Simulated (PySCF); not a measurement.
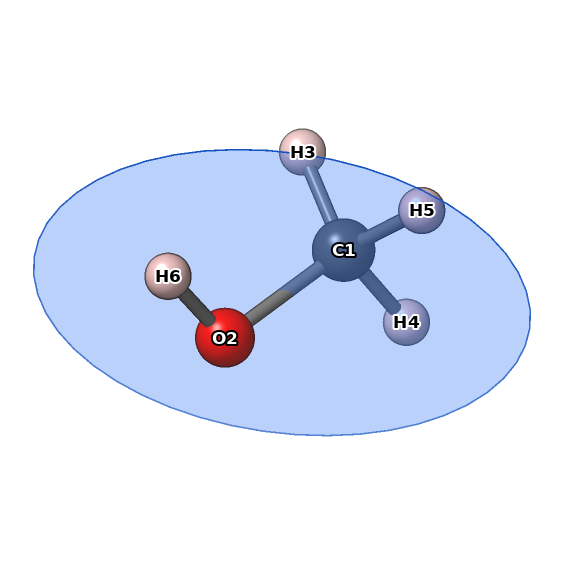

A disc through the centre of mass is drawn in. Distant atoms are faded towards the background colour. The geometry was computed by an optimisation with PBE0-D3(BJ)/def2-TZVP. No frequency run is at hand to confirm it as a minimum.

Is the plane of the disc a mirror plane of the structure?

Answer. No. The point group is Cs, with 1 mirror plane, and this plane isn't one of its mirror planes.
